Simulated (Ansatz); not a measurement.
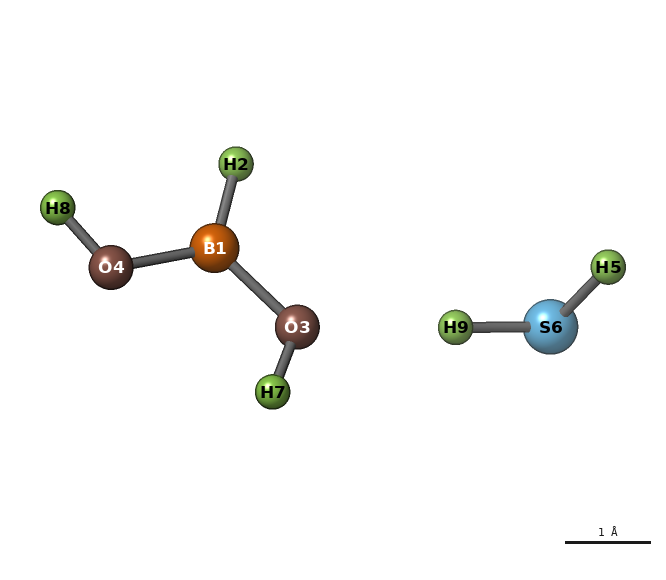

The computed structure is the end point of a PBE0-D4/def2-TZVP optimisation.

Find the hydrogen bonds (donors O, N, F, S or Cl) and give their geometry.

```
   D–H···A  D–H (Å)  H···A (Å)  angle (°)            kind
S6–H9···O3     1.35       2.20        178  intermolecular
```
